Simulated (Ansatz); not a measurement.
# Molecular dynamics of SiH₄ClF (part 3 of 3)

The same run, continued: SiH₄ClF; RKS B3LYP/def2-SVP (Ansatz 0.2.0). It belongs to a series of runs on one base structure; here: dynamics from the highest image of the converged band.

Geometry of the input (Å):
```
Si -0.1965  -0.0950  -0.0461
H  0.1005  0.6138  1.4470
H  1.2397  -0.4797  -0.0373
H  -0.5649  1.1544  -0.7362
F  -0.8200  -1.3773  -0.8226
Cl -2.2456  -0.2885  1.4565
H  -0.8332  0.3662  1.6846
```

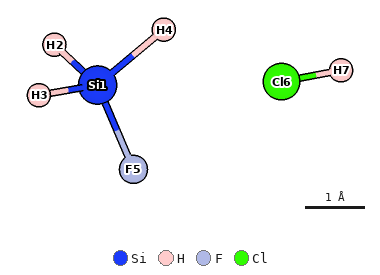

*The geometry at step 111 of the log (ball-and-stick view, seen at a tilt; atoms are numbered from 1 in the order of the input).*

**Trajectory as extended XYZ, continued**
```
7
Properties=species:S:1:pos:R:3:forces:R:3 step=22 time_fs=11.0 energy=-23174.33288 temperature=87.9
Si   -0.1888   -0.0830   -0.0416   -0.1432  -0.1395  -0.7747
H     0.1301    0.4985    1.4512   -0.0011  -0.0824  -0.1262
H     1.2400   -0.4340   -0.1197    0.2834  -0.0248  -0.2471
H    -0.6622    1.2113   -0.6424    0.2173  -0.5181   0.0413
F    -0.8202   -1.4022   -0.8321    0.3204   0.9092   0.6569
Cl   -2.2478   -0.2823    1.4575   -0.3313   0.0136   0.2633
H    -0.8962    0.2964    1.6878   -0.3455  -0.1580   0.1864
7
Properties=species:S:1:pos:R:3:forces:R:3 step=30 time_fs=15.0 energy=-23174.44529 temperature=261.7
Si   -0.1857   -0.0834   -0.0459    1.2473  -0.3738  -0.5728
H     0.1157    0.4410    1.4427    0.2149  -0.2469  -0.4019
H     1.2612   -0.4154   -0.2114   -0.0161   0.0987  -0.2530
H    -0.6669    1.1715   -0.6331   -0.0808   0.0813  -0.2219
F    -0.8156   -1.3990   -0.8269    0.0872   0.6686   0.6982
Cl   -2.2502   -0.2797    1.4595   -1.1482  -0.1904   0.4305
H    -0.9883    0.2317    1.7295   -0.3042  -0.0376   0.3211
7
Properties=species:S:1:pos:R:3:forces:R:3 step=37 time_fs=18.5 energy=-23174.58677 temperature=480.7
Si   -0.1777   -0.0852   -0.0524    2.3655  -0.3071  -0.9444
H     0.1276    0.3614    1.3903    0.2566  -0.2971  -0.1770
H     1.2805   -0.3876   -0.3232   -0.2611   0.2031  -0.2345
H    -0.6784    1.1404   -0.6497   -0.2585   0.3831  -0.3026
F    -0.8110   -1.3917   -0.8178   -0.2053   0.2456   0.6586
Cl   -2.2564   -0.2781    1.4627   -2.4392  -0.5940   0.3042
H    -1.0988    0.1729    1.8083    0.5420   0.3664   0.6957
7
Properties=species:S:1:pos:R:3:forces:R:3 step=44 time_fs=22.0 energy=-23174.81997 temperature=841.0
Si   -0.1603   -0.0880   -0.0633    2.0622   0.4803  -2.1752
H     0.1689    0.2494    1.3251    0.2222  -0.1457   0.6981
H     1.2733   -0.3370   -0.4623   -0.1181   0.2198  -0.1913
H    -0.7154    1.1449   -0.6957    0.0013  -0.1490   0.1653
F    -0.8076   -1.3829   -0.8047   -0.4298  -0.2481   0.5367
Cl   -2.2702   -0.2783    1.4669   -1.7410  -0.2947   0.4811
H    -1.1606    0.1502    1.9632    0.0031   0.1376   0.4854
7
Properties=species:S:1:pos:R:3:forces:R:3 step=52 time_fs=26.0 energy=-23175.09991 temperature=1274.4
Si   -0.1298   -0.0887   -0.0863    1.7364   1.0578  -1.8329
H     0.2450    0.0976    1.3348   -0.0204  -0.1855   0.1981
H     1.2502   -0.2479   -0.6477    0.0850   0.1965  -0.0705
H    -0.7575    1.1318   -0.7234    0.1461  -0.2810   0.5302
F    -0.8070   -1.3749   -0.7856   -0.5502  -0.7073   0.3534
Cl   -2.2925   -0.2795    1.4742   -0.2143   0.2912   1.2479
H    -1.2476    0.1370    2.1948   -1.1827  -0.3717  -0.4263
7
Properties=species:S:1:pos:R:3:forces:R:3 step=59 time_fs=29.5 energy=-23175.36544 temperature=1684.9
Si   -0.0951   -0.0849   -0.1146    1.9583   0.4992  -0.6531
H     0.3107   -0.0561    1.3684   -0.2480  -0.0756  -0.8474
H     1.2369   -0.1457   -0.8180   -0.0185   0.1200   0.1816
H    -0.7803    1.0916   -0.6869   -0.1123   0.3030   0.4098
F    -0.8100   -1.3723   -0.7665   -0.4518  -0.7995   0.2208
Cl   -2.3136   -0.2799    1.4844   -0.9889  -0.0638   0.5192
H    -1.4466    0.0892    2.3627   -0.1387   0.0167   0.1692
7
Properties=species:S:1:pos:R:3:forces:R:3 step=67 time_fs=33.5 energy=-23175.59265 temperature=2036.2
Si   -0.0457   -0.0783   -0.1508    1.3009  -0.1270  -0.7784
H     0.3553   -0.2391    1.2992   -0.0396   0.2043  -0.5634
H     1.2183   -0.0134   -0.9860   -0.1216  -0.0363   0.3596
H    -0.8214    1.0873   -0.5864   -0.1309   0.4595   0.3386
F    -0.8167   -1.3752   -0.7431   -0.1161  -0.4438   0.0778
Cl   -2.3414   -0.2805    1.4983   -0.8050  -0.0527   0.5720
H    -1.7028    0.0337    2.5769   -0.0878  -0.0040  -0.0060
7
Properties=species:S:1:pos:R:3:forces:R:3 step=74 time_fs=37.0 energy=-23175.63667 temperature=2104.8
Si    0.0031   -0.0727   -0.1862   -0.3623   0.1647  -1.5923
H     0.3907   -0.3775    1.1747    0.4361   0.2147   0.6287
H     1.1894    0.0991   -1.0915    0.0204  -0.1393   0.2212
H    -0.8684    1.1332   -0.4553    0.4305  -0.2364   0.3432
F    -0.8234   -1.3806   -0.7220    0.2079   0.0828  -0.1164
Cl   -2.3687   -0.2812    1.5128   -0.2592   0.1817   1.8241
H    -1.9364   -0.0154    2.7569   -0.4733  -0.2681  -1.3085
7
Properties=species:S:1:pos:R:3:forces:R:3 step=81 time_fs=40.5 energy=-23175.67781 temperature=2168.1
Si    0.0507   -0.0666   -0.2275   -1.2184  -0.1296  -0.5685
H     0.4729   -0.4894    1.1077    0.5083   0.3526   0.3812
H     1.1632    0.1957   -1.1723    0.1849  -0.1931  -0.0475
H    -0.8685    1.1560   -0.2869    0.6661  -0.5205   0.0724
F    -0.8288   -1.3856   -0.7017    0.4695   0.6024  -0.3075
Cl   -2.3971   -0.2814    1.5326   -0.5617  -0.0786   0.7859
H    -2.2167   -0.0906    2.8077   -0.0488  -0.0332  -0.3161
7
Properties=species:S:1:pos:R:3:forces:R:3 step=89 time_fs=44.5 energy=-23175.67274 temperature=2160.6
Si    0.0996   -0.0609   -0.2770   -0.5076  -1.3159   1.0626
H     0.6334   -0.5628    1.0700    0.1702   0.6284  -0.7062
H     1.1551    0.2777   -1.2697   -0.0227  -0.2789  -0.0987
H    -0.7830    1.1186   -0.0862    0.1682   0.0307  -0.2259
F    -0.8314   -1.3865   -0.6808    0.6741   1.0467  -0.4177
Cl   -2.4317   -0.2820    1.5581   -0.4561  -0.1509   0.0794
H    -2.5504   -0.1822    2.8303   -0.0260   0.0399   0.3066
7
Properties=species:S:1:pos:R:3:forces:R:3 step=96 time_fs=48.0 energy=-23175.65153 temperature=2128.1
Si    0.1398   -0.0614   -0.3164    0.0533  -1.5825   1.0338
H     0.7996   -0.5541    0.9641    0.1337   0.3806  -0.5802
H     1.1456    0.3152   -1.3662   -0.3272  -0.3185  -0.0199
H    -0.6832    1.0849    0.0644   -0.2275   0.4019  -0.3169
F    -0.8293   -1.3806   -0.6652    0.7378   1.2095  -0.4187
Cl   -2.4638   -0.2830    1.5814   -0.7444  -0.0823   1.5605
H    -2.8388   -0.2576    2.8669    0.3744  -0.0089  -1.2586
7
Properties=species:S:1:pos:R:3:forces:R:3 step=104 time_fs=52.0 energy=-23175.74464 temperature=2271.7
Si    0.1855   -0.0693   -0.3563   -0.4818  -0.5184   0.5411
H     1.0148   -0.4964    0.7730    0.4242  -0.1892   0.2468
H     1.0901    0.3146   -1.4824   -0.3815  -0.1948  -0.1612
H    -0.5930    1.0908    0.1874    0.0099  -0.1284  -0.5636
F    -0.8214   -1.3648   -0.6505    0.7055   1.0944  -0.2874
Cl   -2.5034   -0.2846    1.6134   -0.4562  -0.0915   0.5241
H    -3.1201   -0.3434    2.7595    0.1799   0.0279  -0.2998
7
Properties=species:S:1:pos:R:3:forces:R:3 step=111 time_fs=55.5 energy=-23175.81035 temperature=2373.6
Si    0.2238   -0.0790   -0.3885   -0.0988  -0.0849   0.6817
H     1.2468   -0.4617    0.6215   -0.0404  -0.2308   0.0211
H     0.9946    0.2891   -1.6030   -0.3147  -0.0456  -0.2509
H    -0.5164    1.0864    0.2284    0.0837  -0.3383  -0.5233
F    -0.8097   -1.3438   -0.6396    0.5784   0.7326  -0.0930
Cl   -2.5396   -0.2862    1.6436    0.1329   0.0168  -0.2884
H    -3.3473   -0.4169    2.6196   -0.3412  -0.0498   0.4528
7
Properties=species:S:1:pos:R:3:forces:R:3 step=119 time_fs=59.5 energy=-23175.80117 temperature=2359.4
Si    0.2677   -0.0908   -0.4222    1.2260  -0.2291  -0.0634
H     1.4963   -0.4519    0.4467   -0.9085  -0.0652  -0.3972
H     0.8398    0.2526   -1.7692   -0.2658   0.0121   0.1828
H    -0.4222    1.0435    0.2082   -0.1924   0.2013   0.0262
F    -0.7922   -1.3145   -0.6277    0.2795   0.0837   0.1417
Cl   -2.5813   -0.2882    1.6779   -1.1498  -0.2130   0.8638
H    -3.6217   -0.5017    2.4899    1.0111   0.2103  -0.7539
7
Properties=species:S:1:pos:R:3:forces:R:3 step=126 time_fs=63.0 energy=-23175.80237 temperature=2360.8
Si    0.3109   -0.1019   -0.4520    0.9869   0.1800  -1.2497
H     1.6139   -0.4545    0.2521   -0.7014  -0.1369  -0.0700
H     0.6727    0.2223   -1.8946   -0.0219   0.0875   0.5609
H    -0.3592    1.0246    0.1886   -0.1367   0.3809   0.3210
F    -0.7749   -1.2881   -0.6164   -0.0252  -0.5217   0.3514
Cl   -2.6213   -0.2905    1.7104   -0.6600  -0.1187   0.3537
H    -3.7604   -0.5545    2.3045    0.5583   0.1288  -0.2673
7
Properties=species:S:1:pos:R:3:forces:R:3 step=133 time_fs=66.5 energy=-23175.73905 temperature=2263.5
Si    0.3577   -0.1120   -0.4867   -0.7585   1.2276  -1.6559
H     1.6588   -0.4751    0.0520    0.3565  -0.3799   0.4912
H     0.5044    0.2033   -1.9596    0.3506   0.2559   0.4232
H    -0.3074    1.0422    0.2012    0.3577  -0.1699   0.1206
F    -0.7577   -1.2649   -0.6029   -0.2290  -0.9506   0.5466
Cl   -2.6630   -0.2932    1.7440    0.5956   0.1946  -0.1301
H    -3.8457   -0.5956    2.0880   -0.6728  -0.1777   0.2045
7
Properties=species:S:1:pos:R:3:forces:R:3 step=141 time_fs=70.5 energy=-23175.68993 temperature=2187.4
Si    0.4077   -0.1176   -0.5343   -1.0474   1.1816  -0.9461
H     1.7481   -0.5487   -0.1149    0.1357  -0.2157   0.3149
H     0.3627    0.2193   -1.9803    0.6126   0.4147  -0.0956
H    -0.1985    1.0405    0.2334    0.5617  -0.3652   0.0249
F    -0.7397   -1.2455   -0.5834   -0.2110  -1.0377   0.6394
Cl   -2.7098   -0.2958    1.7823   -1.1378  -0.2741   0.1343
H    -3.9881   -0.6547    1.8568    1.0864   0.2965  -0.0718
7
Properties=species:S:1:pos:R:3:forces:R:3 step=148 time_fs=74.0 energy=-23175.75634 temperature=2290.0
Si    0.4470   -0.1174   -0.5806   -0.1599   0.1254  -0.5855
H     1.8409   -0.6395   -0.2209   -0.7744   0.1842  -0.0776
H     0.3123    0.2824   -2.0032    0.5994   0.3254  -0.1298
H    -0.0373    0.9990    0.2678    0.3176   0.0424   0.2365
F    -0.7253   -1.2352   -0.5622    0.0476  -0.7022   0.5047
Cl   -2.7539   -0.2988    1.8161   -0.8884  -0.2226  -0.0378
H    -4.0083   -0.6777    1.6513    0.8581   0.2474   0.0895
7
Properties=species:S:1:pos:R:3:forces:R:3 step=156 time_fs=78.0 energy=-23175.88309 temperature=2486.1
Si    0.4906   -0.1164   -0.6366   -0.4125  -0.2425  -0.3885
H     1.8492   -0.7216   -0.3505   -0.4719   0.1124  -0.1608
H     0.3378    0.3973   -2.0411    0.3747   0.0227   0.2470
H     0.1916    0.9554    0.3381    0.0865   0.1110   0.1087
F    -0.7082   -1.2284   -0.5343    0.4313  -0.0276   0.1573
Cl   -2.8071   -0.3029    1.8548    0.5988   0.2450   0.3095
H    -3.9378   -0.6782    1.4193   -0.6069  -0.2211  -0.2731
7
Properties=species:S:1:pos:R:3:forces:R:3 step=163 time_fs=81.5 energy=-23175.88607 temperature=2490.5
Si    0.5269   -0.1163   -0.6871   -1.1967   0.2420   0.4867
H     1.8022   -0.7828   -0.4826    0.5654  -0.3827  -0.0963
H     0.4072    0.5036   -2.0489    0.0497  -0.1277   0.2396
H     0.4041    0.9271    0.4099   -0.0739  -0.2969  -0.4704
F    -0.6906   -1.2229   -0.5087    0.6463   0.5455  -0.1805
Cl   -2.8527   -0.3060    1.8894   -0.7901  -0.2463  -0.4529
H    -3.9124   -0.6930    1.1985    0.7994   0.2661   0.4736
7
Properties=species:S:1:pos:R:3:forces:R:3 step=170 time_fs=85.0 energy=-23175.83867 temperature=2417.3
Si    0.5586   -0.1156   -0.7356   -0.4889  -0.3391   1.3345
H     1.8071   -0.8818   -0.6282    0.3223  -0.2270  -0.2082
H     0.4826    0.5971   -2.0321   -0.2721  -0.0857  -0.0924
H     0.6073    0.8682    0.4314   -0.2786  -0.3153  -0.5911
F    -0.6691   -1.2140   -0.4843    0.6916   0.9529  -0.4488
Cl   -2.9003   -0.3098    1.9226   -0.7969  -0.2881  -0.7417
H    -3.8109   -0.6823    1.0275    0.8227   0.3022   0.7476
7
Properties=species:S:1:pos:R:3:forces:R:3 step=178 time_fs=89.0 energy=-23175.79327 temperature=2347.6
Si    0.5929   -0.1172   -0.7847    0.8059  -1.7479   0.8672
H     1.8450   -1.0165   -0.8234   -0.6503   0.5195  -0.2098
H     0.5296    0.6906   -2.0239   -0.4873  -0.1357  -0.1455
H     0.8011    0.7641    0.3830   -0.2907   0.2098   0.0946
F    -0.6393   -1.1967   -0.4597    0.5777   1.1494  -0.5982
Cl   -2.9574   -0.3149    1.9583    0.3230   0.1972   0.5501
H    -3.5990   -0.6368    0.9108   -0.2783  -0.1923  -0.5585
7
Properties=species:S:1:pos:R:3:forces:R:3 step=185 time_fs=92.5 energy=-23175.80071 temperature=2358.6
Si    0.6260   -0.1258   -0.8237    0.7334  -1.6675   0.1426
H     1.8109   -1.0792   -1.0197   -0.4975   0.5387  -0.0884
H     0.5119    0.7545   -2.0321   -0.5081  -0.3046   0.1392
H     0.9355    0.6932    0.3451   -0.1455   0.3726   0.3922
F    -0.6094   -1.1741   -0.4421    0.3597   1.0645  -0.5722
Cl   -3.0070   -0.3191    1.9905   -0.2477  -0.1373  -0.6989
H    -3.4233   -0.6088    0.7770    0.3057   0.1336   0.6855
7
Properties=species:S:1:pos:R:3:forces:R:3 step=193 time_fs=96.5 energy=-23175.87571 temperature=2474.7
Si    0.6670   -0.1433   -0.8669   -0.0956  -0.1535   0.5445
H     1.7152   -1.0853   -1.2589    0.4799  -0.1581  -0.1403
H     0.4210    0.7863   -2.0226   -0.3713  -0.2551   0.2541
H     1.0665    0.6551    0.3432   -0.1291  -0.1311  -0.2732
F    -0.5726   -1.1403   -0.4262    0.0443   0.7124  -0.3708
Cl   -3.0643   -0.3243    2.0245   -0.1325  -0.1911  -1.2114
H    -3.1890   -0.5609    0.7179    0.2043   0.1764   1.1971
7
Properties=species:S:1:pos:R:3:forces:R:3 step=200 time_fs=100.0 energy=-23175.96243 temperature=2608.9
Si    0.7030   -0.1600   -0.9027   -0.1460   0.1590   0.3922
H     1.6760   -1.0985   -1.4829    0.4106  -0.0577   0.0428
H     0.2948    0.7831   -1.9847   -0.1609  -0.0308   0.1404
H     1.1662    0.6116    0.3158    0.0030  -0.2879  -0.4650
F    -0.5400   -1.1060   -0.4147   -0.1901   0.2441  -0.0891
Cl   -3.1150   -0.3295    2.0505   -0.0734   0.0803   0.3871
H    -2.9555   -0.4996    0.7946    0.1567  -0.1070  -0.4085
```
